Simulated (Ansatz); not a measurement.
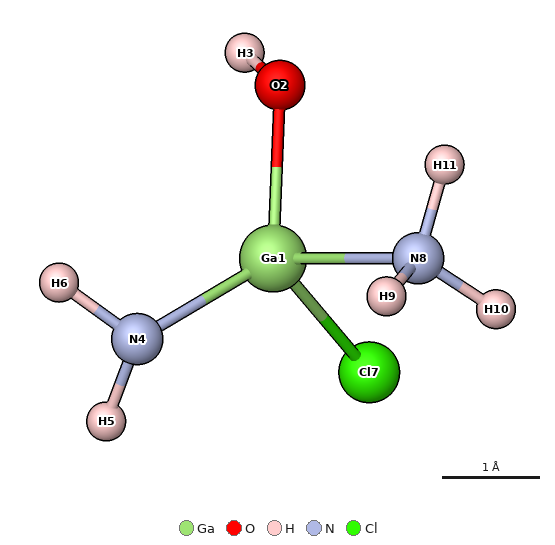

The starting structure (ball-and-stick view, seen at a tilt; atoms are numbered from 1 in the order of the input). Sticks mark near contacts. Bond lengths as drawn: Cl–Ga 2.20 Å, Ga–N 1.85 to 2.08 Å, Ga–O 1.81 Å, H–N 1.02 Å and H–O 0.96 Å.

Nudged elastic band of GaN$_{2}$H$_{6}$ClO

GaN$_{2}$H$_{6}$ClO, computed with RKS PBE0/def2-SVP (Ansatz 0.2.0).

It belongs to a series of runs on one base structure; here: band between the two ends. Figures and captions count atoms from 1; the log counts them from 0 in places.

### The input
```yaml
crystal:
  periodic: [false, false, false]
  atoms:
    - { symbol: Ga, position_ang: [0.074904, 0.257019, 0.243502] }
    - { symbol: O, position_ang: [-0.134569, -0.297255, 1.953479] }
    - { symbol: H, position_ang: [-0.461753, -1.196387, 2.044636] }
    - { symbol: "N", position_ang: [1.693032, 0.095743, -0.637383] }
    - { symbol: H, position_ang: [1.625117, -0.194109, -1.60958] }
    - { symbol: H, position_ang: [2.376719, -0.503171, -0.181592] }
    - { symbol: Cl, position_ang: [-1.711109, 0.202095, -1.038674] }
    - { symbol: "N", position_ang: [0.01811, 2.254963, 0.80569] }
    - { symbol: H, position_ang: [0.88069, 2.733855, 0.547558] }
    - { symbol: H, position_ang: [-0.773667, 2.730251, 0.372542] }
    - { symbol: H, position_ang: [-0.096173, 2.275597, 1.820222] }
basis:
  gaussian: { orbitals: def2-SVP }
hamiltonian:
  xc: pbe0
neb:
  order_check: false
  images: 5
  f_tol: 0.05
  max_iterations: 60
  final_atoms:
    - { symbol: Ga, position_ang: [0.19308063, 0.65048624, -0.10826176] }
    - { symbol: O, position_ang: [-0.06117219, -0.05100606, 1.91254469] }
    - { symbol: H, position_ang: [-0.94920589, -0.42769773, 1.98370229] }
    - { symbol: "N", position_ang: [1.6957598, 0.00822043, -0.91465486] }
    - { symbol: H, position_ang: [1.67005314, -0.94458122, -1.26243628] }
    - { symbol: H, position_ang: [2.59743618, 0.18987154, -0.48659762] }
    - { symbol: Cl, position_ang: [-1.73108789, -0.08130618, -0.83194603] }
    - { symbol: "N", position_ang: [0.07388188, 2.31177683, 0.7600164] }
    - { symbol: H, position_ang: [0.88810128, 2.91919974, 0.6949984] }
    - { symbol: H, position_ang: [-0.73365532, 2.86434981, 0.47769809] }
    - { symbol: H, position_ang: [-0.15189061, 0.91928761, 2.09533669] }
  initial_path:
    images:
      - { positions_ang: [[0.074904, 0.257019, 0.243502], [-0.134569, -0.297255, 1.953479], [-0.461753, -1.196387, 2.044636], [1.693032, 0.095743, -0.637383], [1.625117, -0.194109, -1.60958], [2.376719, -0.503171, -0.181592], [-1.711109, 0.202095, -1.038674], [0.01811, 2.254963, 0.80569], [0.88069, 2.733855, 0.547558], [-0.773667, 2.730251, 0.372542], [-0.096173, 2.275597, 1.820222]] }
      - { positions_ang: [[0.05061314, 0.17119278, 0.16208606], [-0.10014965, -0.19436269, 2.01530647], [-0.62365842, -0.88533512, 2.18420949], [1.69143436, 0.05890831, -0.73809627], [1.80131406, -0.44158219, -1.4660485], [2.30074689, -0.03572995, -0.52628098], [-1.78075741, 0.13596392, -1.07607381], [0.04622488, 2.20889107, 0.76791286], [0.74788119, 2.60305633, 0.91709215], [-0.59227959, 2.78630279, 0.26768127], [-0.05006846, 1.95129575, 1.81261126]] }
      - { positions_ang: [[0.02632229, 0.08536657, 0.08067011], [-0.0657303, -0.09147037, 2.07713395], [-0.78556384, -0.57428324, 2.32378297], [1.68983671, 0.02207362, -0.83880954], [1.97751112, -0.68905538, -1.32251701], [2.22477478, 0.43171109, -0.87096995], [-1.85040581, 0.06983283, -1.11347362], [0.07433977, 2.16281914, 0.73013573], [0.61507239, 2.47225766, 1.28662629], [-0.41089219, 2.84235458, 0.16282054], [-0.00396392, 1.62699451, 1.80500052]] }
      - { positions_ang: [[0.00203143, -0.00045965, -0.00074583], [-0.03131095, 0.01142194, 2.13896142], [-0.94746926, -0.26323136, 2.46335646], [1.68823907, -0.01476107, -0.93952281], [2.15370819, -0.93652858, -1.17898551], [2.14880266, 0.89915214, -1.21565893], [-1.92005422, 0.00370175, -1.15087343], [0.10245465, 2.11674721, 0.69235859], [0.48226358, 2.34145899, 1.65616044], [-0.22950478, 2.89840638, 0.05795981], [0.04214062, 1.30269326, 1.79738978]] }
      - { positions_ang: [[0.06571449, 0.21652231, -0.03658447], [-0.0412647, -0.00938739, 2.06348917], [-0.94804813, -0.31805349, 2.30347173], [1.69074598, -0.00710057, -0.93123349], [1.99248984, -0.93921279, -1.20680244], [2.29834717, 0.66272527, -0.97263849], [-1.85706544, -0.02463423, -1.0445643], [0.0929304, 2.18175708, 0.7149112], [0.61754282, 2.53403924, 1.3357731], [-0.39755496, 2.88705419, 0.19787257], [-0.02253645, 1.17489138, 1.89670542]] }
      - { positions_ang: [[0.12939756, 0.43350428, -0.07242312], [-0.05121845, -0.03019673, 1.98801693], [-0.94862701, -0.37287561, 2.14358701], [1.69325289, 0.00055993, -0.92294418], [1.83127149, -0.94189701, -1.23461936], [2.44789167, 0.42629841, -0.72961805], [-1.79407667, -0.0529702, -0.93825516], [0.08340614, 2.24676695, 0.7374638], [0.75282205, 2.72661949, 1.01538575], [-0.56560514, 2.875702, 0.33778533], [-0.08721353, 1.04708949, 1.99602105]] }
      - { positions_ang: [[0.19308063, 0.65048624, -0.10826176], [-0.06117219, -0.05100606, 1.91254469], [-0.94920589, -0.42769773, 1.98370229], [1.6957598, 0.00822043, -0.91465486], [1.67005314, -0.94458122, -1.26243628], [2.59743618, 0.18987154, -0.48659762], [-1.73108789, -0.08130618, -0.83194603], [0.07388188, 2.31177683, 0.7600164], [0.88810128, 2.91919974, 0.6949984], [-0.73365532, 2.86434981, 0.47769809], [-0.15189061, 0.91928761, 2.09533669]] }
```

Hardware: 4 threads of AMD EPYC (Zen 5), 24 GiB of memory available, shared host.

Launch command:
```bash
ansatz run input.yaml --threads 4 --pin off --max-ram 5120MiB --backend cpu --events-out ev --progress --plain --runs-dir out
```

### Output
```
Engine: ansatz 0.2.0, x86_64-unknown-linux-gnu
Functional definition: PBE0
  parameter a = 0.25
  parameter kappa = 0.804
  parameter beta = 0.06672455060314922
  exchange = (1 - a)*pbe_x(kappa = kappa, mu = beta*pi^2/3) + a*exact_x
  correlation = pbe_c(beta = beta)
1285 factors; integrals over basis functions are off by at most 5.3e-4 eV
mean field evaluation 1: about -69985.7262 eV, gradient 8.3e1 eV
mean field evaluation 2: about -69968.0379 eV, gradient 1.2e2 eV
mean field evaluation 4: about -69998.2610 eV, gradient 5.6e0 eV
mean field evaluation 8: about -69998.3403 eV, gradient 3.6e-1 eV
mean field evaluation 16: about -69998.3406 eV, gradient 1.3e-5 eV
mean field -69998.34056718 eV, -2572.3915692646 hartree, gradient 1.3e-5 eV, S^2 0.000000; 0 other end points of the search recorded, 0 dependent functions left out
the calculation of the forces begins
reference -69998.34059733 eV, -2572.3915703727 hartree; 38, 38 occupied and 84, 84 virtual orbitals, 1285 factors
1288 factors; integrals over basis functions are off by at most 1.1e-3 eV
mean field evaluation 32: about -69997.6730 eV, gradient 7.3e-6 eV
mean field -69997.67296413 eV, -2572.3670353050 hartree, gradient 7.6e-6 eV, S^2 0.000000; 0 other end points of the search recorded, 0 dependent functions left out
[... from here on the field's lines of each further geometry are left out, up to the last ...]
NEB iter   1: max|band force component| = 5.780e1 eV/Å  barrier→ = 10.6195 eV  barrier← = 9.9519 eV  Δτ_max = 0.1959 Å  (193 SCF iters)
NEB iter   2: max|band force component| = 7.015e0 eV/Å  barrier→ = 2.9911 eV  barrier← = 2.3235 eV  Δτ_max = 0.2000 Å  (158 SCF iters)
NEB iter   3: max|band force component| = 3.587e0 eV/Å  barrier→ = 1.8102 eV  barrier← = 1.1426 eV  Δτ_max = 0.1956 Å  (149 SCF iters)
NEB iter   4: max|band force component| = 1.810e0 eV/Å  barrier→ = 1.1635 eV  barrier← = 0.4959 eV  Δτ_max = 0.1942 Å  (146 SCF iters)
NEB iter   5: max|band force component| = 1.383e0 eV/Å  barrier→ = 0.9749 eV  barrier← = 0.3073 eV  Δτ_max = 0.1971 Å  (145 SCF iters)
NEB iter   6: max|band force component| = 6.685e-1 eV/Å  barrier→ = 0.8937 eV  barrier← = 0.2261 eV  Δτ_max = 0.1989 Å  (146 SCF iters)
NEB iter   7: max|band force component| = 3.784e-1 eV/Å  barrier→ = 0.8672 eV  barrier← = 0.1996 eV  CI = image 4  Δτ_max = 0.1977 Å  (144 SCF iters)
NEB iter   8: max|band force component| = 4.033e-1 eV/Å  barrier→ = 0.8618 eV  barrier← = 0.1942 eV  CI = image 4  Δτ_max = 0.0998 Å  (145 SCF iters)
NEB iter   9: max|band force component| = 1.437e-1 eV/Å  barrier→ = 0.8372 eV  barrier← = 0.1696 eV  CI = image 4  Δτ_max = 0.1952 Å  (147 SCF iters)
NEB iter  10: max|band force component| = 2.571e-1 eV/Å  barrier→ = 0.8277 eV  barrier← = 0.1601 eV  CI = image 4  Δτ_max = 0.0996 Å  (145 SCF iters)
NEB iter  11: max|band force component| = 1.980e-1 eV/Å  barrier→ = 0.8251 eV  barrier← = 0.1575 eV  CI = image 4  Δτ_max = 0.0996 Å  (145 SCF iters)
NEB iter  12: max|band force component| = 1.078e-1 eV/Å  barrier→ = 0.8234 eV  barrier← = 0.1558 eV  CI = image 4  Δτ_max = 0.0993 Å  (146 SCF iters)
NEB iter  13: max|band force component| = 1.203e-1 eV/Å  barrier→ = 0.8220 eV  barrier← = 0.1544 eV  CI = image 4  Δτ_max = 0.0501 Å  (145 SCF iters)
NEB iter  14: max|band force component| = 5.441e-2 eV/Å  barrier→ = 0.8209 eV  barrier← = 0.1533 eV  CI = image 4  Δτ_max = 0.0902 Å  (142 SCF iters)
NEB iter  15: max|band force component| = 5.995e-2 eV/Å  barrier→ = 0.8193 eV  barrier← = 0.1517 eV  CI = image 4  Δτ_max = 0.0450 Å  (146 SCF iters)
NEB iter  16: max|band force component| = 2.416e-2 eV/Å  barrier→ = 0.8184 eV  barrier← = 0.1508 eV  CI = image 4  Δτ_max = 0.0901 Å  (148 SCF iters)
NEB iter  17: max|band force component| = 2.301e-1 eV/Å  barrier→ = 0.8167 eV  barrier← = 0.1491 eV  CI = image 4  Δτ_max = 0.0902 Å  (29 SCF iters)
NEB iter  18: max|band force component| = 4.891e-2 eV/Å  barrier→ = 0.8151 eV  barrier← = 0.1475 eV  CI = image 4  Δτ_max = 0.1188 Å  (146 SCF iters)
NEB iter  19: max|band force component| = 3.133e-1 eV/Å  barrier→ = 0.8133 eV  barrier← = 0.1457 eV  CI = image 4  Δτ_max = 0.1793 Å  (29 SCF iters)
NEB iter  20: max|band force component| = 1.413e-1 eV/Å  barrier→ = 0.8121 eV  barrier← = 0.1445 eV  CI = image 4  Δτ_max = 0.1926 Å  (146 SCF iters)
NEB iter  21: max|band force component| = 1.690e-1 eV/Å  barrier→ = 0.8111 eV  barrier← = 0.1435 eV  CI = image 4  Δτ_max = 0.0770 Å  (145 SCF iters)
NEB iter  22: max|band force component| = 1.024e-1 eV/Å  barrier→ = 0.8098 eV  barrier← = 0.1422 eV  CI = image 4  Δτ_max = 0.0684 Å  (148 SCF iters)
NEB iter  23: max|band force component| = 5.909e-2 eV/Å  barrier→ = 0.8090 eV  barrier← = 0.1414 eV  CI = image 4  Δτ_max = 0.0676 Å  (147 SCF iters)
NEB iter  24: max|band force component| = 5.283e-2 eV/Å  barrier→ = 0.8083 eV  barrier← = 0.1407 eV  CI = image 4  Δτ_max = 0.0699 Å  (148 SCF iters)
NEB iter  25: max|band force component| = 4.747e-2 eV/Å  barrier→ = 0.8073 eV  barrier← = 0.1397 eV  CI = image 4  Δτ_max = 0.0852 Å  (147 SCF iters)
NEB iter  26: max|band force component| = 2.180e-1 eV/Å  barrier→ = 0.8061 eV  barrier← = 0.1385 eV  CI = image 4  Δτ_max = 0.0998 Å  (29 SCF iters)
NEB iter  27: max|band force component| = 7.822e-2 eV/Å  barrier→ = 0.8050 eV  barrier← = 0.1374 eV  CI = image 4  Δτ_max = 0.1298 Å  (146 SCF iters)
NEB iter  28: max|band force component| = 1.096e-1 eV/Å  barrier→ = 0.8053 eV  barrier← = 0.1377 eV  CI = image 4  Δτ_max = 0.0815 Å  (147 SCF iters)
NEB iter  29: max|band force component| = 6.747e-2 eV/Å  barrier→ = 0.8064 eV  barrier← = 0.1388 eV  CI = image 4  Δτ_max = 0.0651 Å  (136 SCF iters)
the calculation of the forces begins
reference -69997.64344595 eV, -2572.3659505319 hartree; 38, 38 occupied and 84, 84 virtual orbitals, 1288 factors
1286 factors; integrals over basis functions are off by at most 1.5e-3 eV
mean field evaluation 1120: about -69997.5350 eV, gradient 9.1e-6 eV
mean field -69997.53497917 eV, -2572.3619644512 hartree, gradient 9.1e-6 eV, S^2 0.000000; 1 other end points of the search recorded, 0 dependent functions left out
the calculation of the forces begins
reference -69997.53500918 eV, -2572.3619655541 hartree; 38, 38 occupied and 84, 84 virtual orbitals, 1286 factors
NEB iter  30: max|band force component| = 2.911e-2 eV/Å  barrier→ = 0.8056 eV  barrier← = 0.1380 eV  CI = image 4  Δτ_max = 0.0000 Å  (279 SCF iters)
```

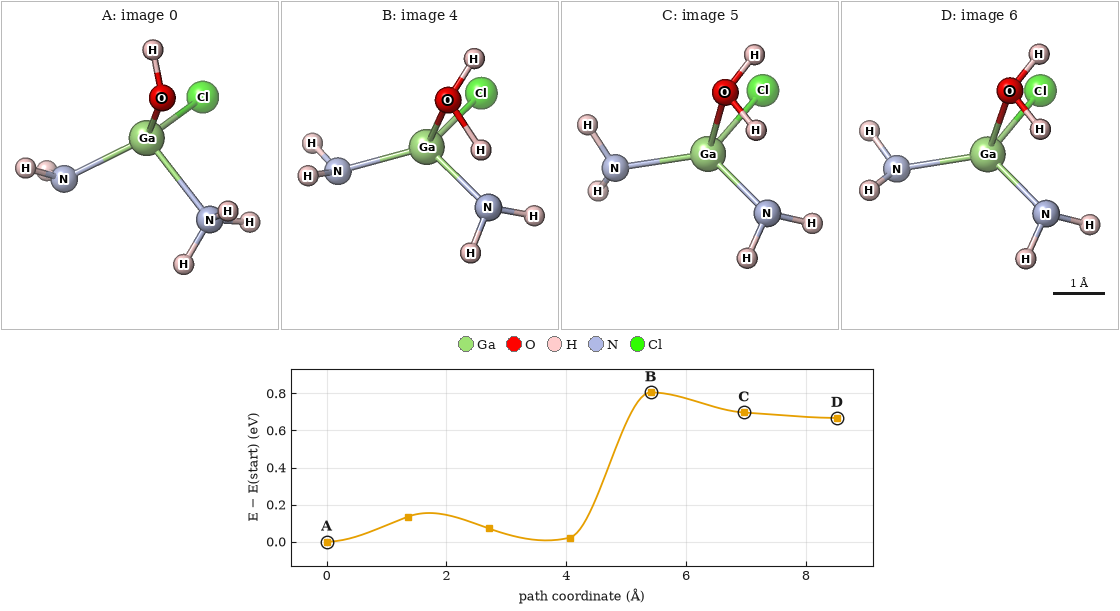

Images of the last band (counted from 0; ball-and-stick, seen at a tilt) above the energy along the path; the line is a cubic interpolation that uses the forces. The highest image is number 4, 0.806 eV above the start and 0.138 eV above the end (the climbing image); the end lies 0.668 eV above the start. A further maximum stands at image 1, 0.134 eV from the start, so the path isn't one elementary step. The path is 8.52 Å long. The band converged in 30 iterations.

```
Total energy: -69997.53500918 eV, -2572.3619655541 hartree
Atom 0 at     0.178668     0.579805    -0.120339 Å, force     0.014178    -0.006450     0.000919 eV/Å
Atom 1 at    -0.142765    -0.097331     1.742347 Å, force    -0.011062     0.023506    -0.005998 eV/Å
Atom 2 at    -0.989687    -0.521279     1.924053 Å, force    -0.004027    -0.001439     0.000388 eV/Å
Atom 3 at     1.753169     0.092754    -0.912542 Å, force    -0.007907     0.000934    -0.005520 eV/Å
Atom 4 at     2.506892    -0.191078    -0.293694 Å, force     0.004182    -0.002051     0.007517 eV/Å
Atom 5 at     1.675144    -0.587585    -1.662431 Å, force     0.001956    -0.001003    -0.005844 eV/Å
Atom 6 at    -1.680915     0.346227    -1.223664 Å, force     0.003891     0.002093     0.007540 eV/Å
Atom 7 at     0.092288     2.158230     1.030128 Å, force    -0.029097    -0.006190     0.007990 eV/Å
Atom 8 at     0.934843     2.711539     1.175037 Å, force    -0.000486    -0.005937    -0.000827 eV/Å
Atom 9 at    -0.678092     2.795970     0.837601 Å, force     0.002711     0.003120     0.000966 eV/Å
Atom 10 at    -0.158244     1.071348     1.823904 Å, force     0.025662    -0.006583    -0.007131 eV/Å
Dipole moment:     0.168243     0.159074     0.481854 e Å
this run last wrote the band of iteration 30 to [file]; this run last wrote the band within `neb.f_tol` of iteration 25 to [file]
```

### The last band as extended XYZ (Å, eV, eV/Å)
```
11
Properties=species:S:1:pos:R:3:forces:R:3 image=0 energy=-69998.34057
Ga    0.0749    0.2570    0.2435    0.0084   0.0095  -0.0198
O    -0.1346   -0.2973    1.9535    0.0010  -0.0019   0.0069
H    -0.4618   -1.1964    2.0446   -0.0009  -0.0051   0.0027
N     1.6930    0.0957   -0.6374   -0.0130  -0.0031   0.0004
H     1.6251   -0.1941   -1.6096   -0.0021   0.0043   0.0014
H     2.3767   -0.5032   -0.1816    0.0002   0.0001   0.0082
Cl   -1.7111    0.2021   -1.0387    0.0030   0.0001   0.0031
N     0.0181    2.2550    0.8057   -0.0004  -0.0050  -0.0037
H     0.8807    2.7339    0.5476    0.0007   0.0046   0.0006
H    -0.7737    2.7303    0.3725    0.0019  -0.0033  -0.0001
H    -0.0962    2.2756    1.8202    0.0013  -0.0002   0.0004
11
Properties=species:S:1:pos:R:3:forces:R:3 image=1 energy=-69998.20608
Ga    0.0764    0.2111    0.1891   -0.0032   0.0030   0.0005
O    -0.0983   -0.4828    1.8552    0.0035   0.0137   0.0030
H    -0.8782   -1.0387    1.9473    0.0267  -0.0045   0.0093
N     1.6070    0.1078   -0.8448   -0.0131   0.0051  -0.0223
H     1.7904   -0.8181   -1.2252   -0.0325   0.0359  -0.0648
H     2.4602    0.4005   -0.3756    0.0419  -0.0555   0.0993
Cl   -1.8244    0.2131   -0.9107   -0.0031  -0.0092   0.0005
N     0.1104    2.1977    0.8272   -0.0024   0.0018  -0.0033
H     0.9228    2.7446    0.5439   -0.0066   0.0037  -0.0102
H    -0.7293    2.6532    0.4673   -0.0062  -0.0014  -0.0069
H     0.0546    2.1703    1.8467   -0.0051   0.0074  -0.0051
11
Properties=species:S:1:pos:R:3:forces:R:3 image=2 energy=-69998.26892
Ga    0.1038    0.2110    0.2290    0.0022   0.0015   0.0046
O    -0.1743   -0.5361    1.8490   -0.0098  -0.0067  -0.0017
H    -0.9765   -1.0636    1.8962   -0.0107  -0.0040  -0.0045
N     1.7935    0.0460   -0.4981    0.0238  -0.0072   0.0448
H     2.0727   -0.9138   -0.6867    0.0351  -0.0125   0.0670
H     1.9702    0.5714   -1.3486   -0.0629   0.0223  -0.1277
Cl   -1.7215    0.3060   -1.0112    0.0128   0.0120  -0.0107
N     0.1153    2.1955    0.8697    0.0021  -0.0026   0.0065
H     0.9720    2.6996    0.6425    0.0052  -0.0051   0.0120
H    -0.6880    2.6991    0.4927    0.0049   0.0059   0.0044
H     0.0240    2.1437    1.8858   -0.0026  -0.0035   0.0052
11
Properties=species:S:1:pos:R:3:forces:R:3 image=3 energy=-69998.31858
Ga    0.0801    0.3175    0.1147   -0.0112  -0.0208   0.0216
O    -0.2371   -0.3439    1.7784   -0.0077  -0.0215   0.0003
H    -0.7574   -1.1506    1.8085    0.0169  -0.0524  -0.0114
N     1.7022    0.1043   -0.7381   -0.0045   0.0063   0.0164
H     2.3851   -0.4585   -0.2377   -0.0100  -0.0276   0.0026
H     1.6459   -0.2441   -1.6914    0.0018   0.0326  -0.0027
Cl   -1.6729    0.4704   -1.1956    0.0029   0.0116   0.0000
N     0.1024    2.2054    0.9795   -0.0020   0.0004  -0.0012
H     0.9863    2.7087    0.9191    0.0052  -0.0020  -0.0192
H    -0.6505    2.7982    0.6317    0.0029  -0.0006  -0.0165
H    -0.0928    1.9511    1.9513    0.0058   0.0739   0.0100
11
Properties=species:S:1:pos:R:3:forces:R:3 image=4 energy=-69997.53498
Ga    0.1787    0.5798   -0.1203    0.0142  -0.0065   0.0009
O    -0.1428   -0.0973    1.7423   -0.0111   0.0235  -0.0060
H    -0.9897   -0.5213    1.9241   -0.0040  -0.0014   0.0004
N     1.7532    0.0928   -0.9125   -0.0079   0.0009  -0.0055
H     2.5069   -0.1911   -0.2937    0.0042  -0.0021   0.0075
H     1.6751   -0.5876   -1.6624    0.0020  -0.0010  -0.0058
Cl   -1.6809    0.3462   -1.2237    0.0039   0.0021   0.0075
N     0.0923    2.1582    1.0301   -0.0291  -0.0062   0.0080
H     0.9348    2.7115    1.1750   -0.0005  -0.0059  -0.0008
H    -0.6781    2.7960    0.8376    0.0027   0.0031   0.0010
H    -0.1582    1.0713    1.8239    0.0257  -0.0066  -0.0071
11
Properties=species:S:1:pos:R:3:forces:R:3 image=5 energy=-69997.64341
Ga    0.2346    0.6911   -0.0845    0.0032  -0.0005   0.0012
O    -0.1033   -0.1297    1.8265    0.0015  -0.0060   0.0035
H    -0.9997   -0.4927    1.8610   -0.0015   0.0012  -0.0020
N     1.8642    0.0209   -0.6164   -0.0016   0.0019   0.0086
H     1.9594   -0.9833   -0.4829   -0.0118  -0.0193  -0.0064
H     2.1026    0.2143   -1.5863    0.0109   0.0198  -0.0017
Cl   -1.6810    0.1023   -0.9862    0.0005  -0.0041   0.0059
N     0.0799    2.3129    0.8383   -0.0044   0.0039  -0.0048
H     0.9171    2.8886    0.8880    0.0016   0.0031  -0.0058
H    -0.7014    2.9087    0.5754    0.0009   0.0044  -0.0046
H    -0.1811    0.8254    2.0875    0.0007  -0.0043   0.0063
11
Properties=species:S:1:pos:R:3:forces:R:3 image=6 energy=-69997.67296
Ga    0.1931    0.6505   -0.1083    0.0237   0.0090   0.0208
O    -0.0612   -0.0510    1.9125    0.0011   0.0028   0.0022
H    -0.9492   -0.4277    1.9837    0.0005   0.0061   0.0045
N     1.6958    0.0082   -0.9147   -0.0015  -0.0023  -0.0090
H     1.6701   -0.9446   -1.2624    0.0000   0.0012   0.0012
H     2.5974    0.1899   -0.4866    0.0004   0.0007   0.0019
Cl   -1.7311   -0.0813   -0.8319   -0.0180  -0.0065  -0.0101
N     0.0739    2.3118    0.7600   -0.0039  -0.0019  -0.0050
H     0.8881    2.9192    0.6950    0.0001  -0.0007   0.0000
H    -0.7337    2.8643    0.4777    0.0008   0.0009   0.0038
H    -0.1519    0.9193    2.0953   -0.0032  -0.0093  -0.0103
```

### Results in brief

- outcome: converged
- barrier, forward: 0.806 eV
- barrier, backward: 0.138 eV
- wall time: 2.1 min (CPU time 7.5 min)
- peak memory: 0.36 GiB

### Remarks

The order of the saddle point was not checked.
